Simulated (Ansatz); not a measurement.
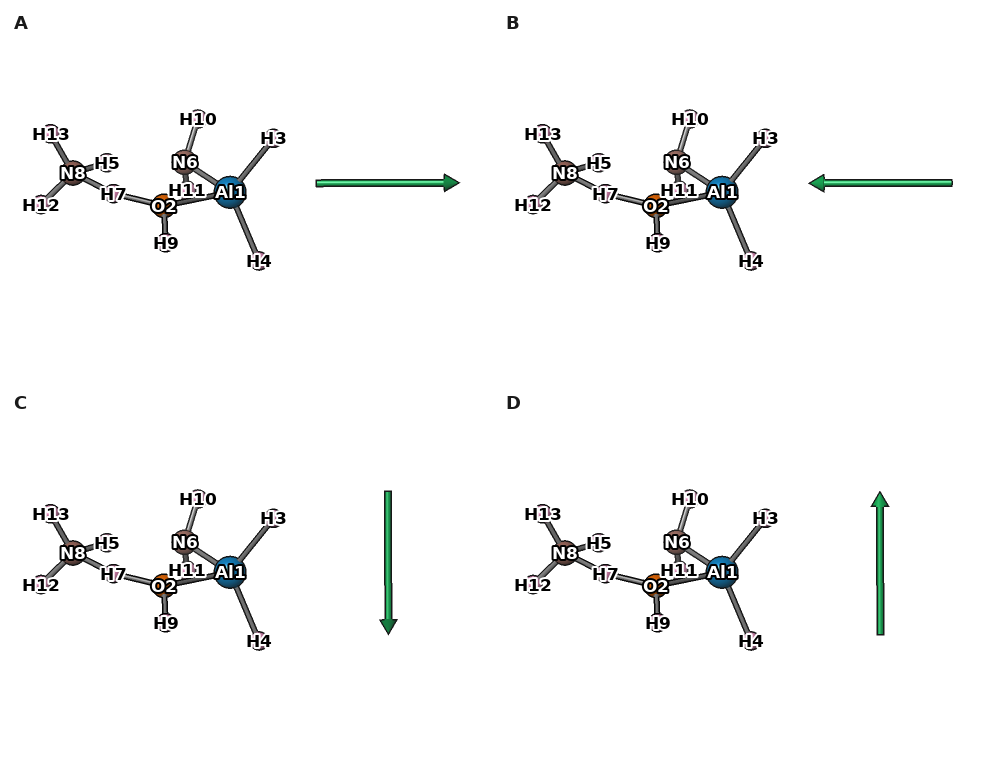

The same molecule four times, each with an arrow. The geometry was computed by a saddle-point search with PBE0-D4/def2-TZVP. Method: RKS PBE0-D4/def2-TZVP (Ansatz 0.2.0).

Which arrow points along the dipole moment, from the negative to the positive end?

B. The dipole moment is 6.35 D; it points from the side of H3 to the side of H12 (the outermost atoms at the two ends).
